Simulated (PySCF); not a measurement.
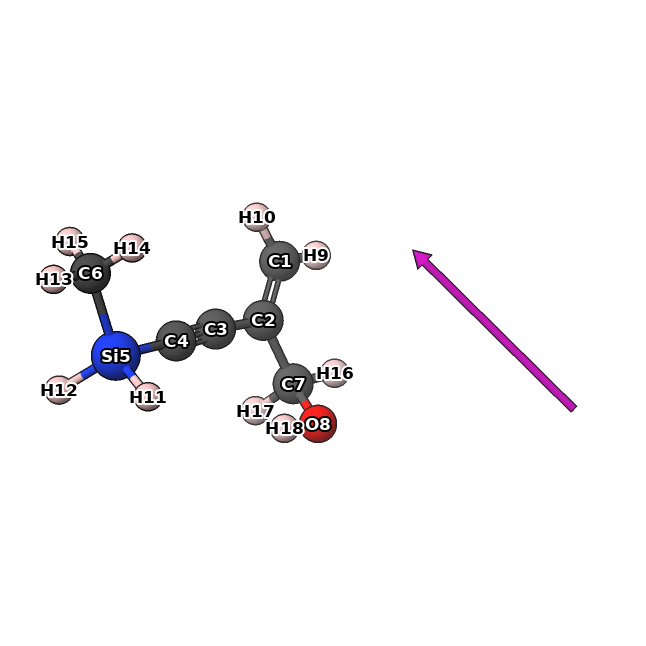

The arrow beside the molecule shows the direction of the dipole moment, from the negative to the positive end (its length means nothing). Computed geometry: GFN2-xTB optimisation. No frequency run is at hand to confirm it as a minimum. Method: CAM-B3LYP/def2-SVPD, gas phase (PySCF 2.14.0).

### Estimate the dipole moment.

2.14 D; it points from the side of O8 to the side of H15 (the outermost atoms at the two ends).

The geometry is semi-empirical. Around Si such bond lengths and angles can be off by a tenth of an ångström or more and by several degrees, and values that hang on the shape move with them.
